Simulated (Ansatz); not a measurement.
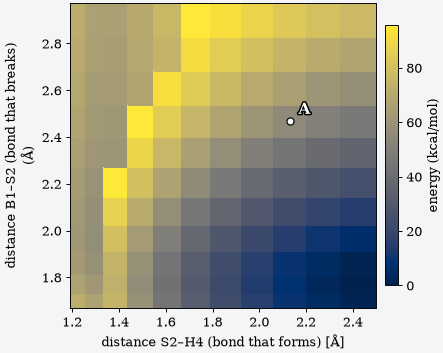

The reacting system CH₅BS (fragments CH₅BS where the first distance is long, CH₃B + H₂S where the second is long). The first coordinate is: distance S2–H4 (bond that forms); the second: distance B1–S2 (bond that breaks). Relaxed at each point: all other coordinates. The scan uses an 11 × 11 grid. Points are written as (first, second). All energies are given in kcal/mol relative to the lowest grid point. Energies and slopes of some neighbouring points disagree (a jump in structure or state, or too coarse a mesh). The reference is spin-restricted, so regions where a bond is pulled apart into radicals lie too high. These are results of RKS r2SCAN-D4/def2-SVP (Ansatz 0.2.0), not measurements.

The picture shows one coloured cell a grid point, the point A.

> Is A at rest? If not, where is it pushed?

A, at (2.132 Å, 2.469 Å), is not a stationary point. The computed force is 35 kcal/mol for each Å towards larger values of the first coordinate and 78 kcal/mol for each Å towards smaller values of the second coordinate.
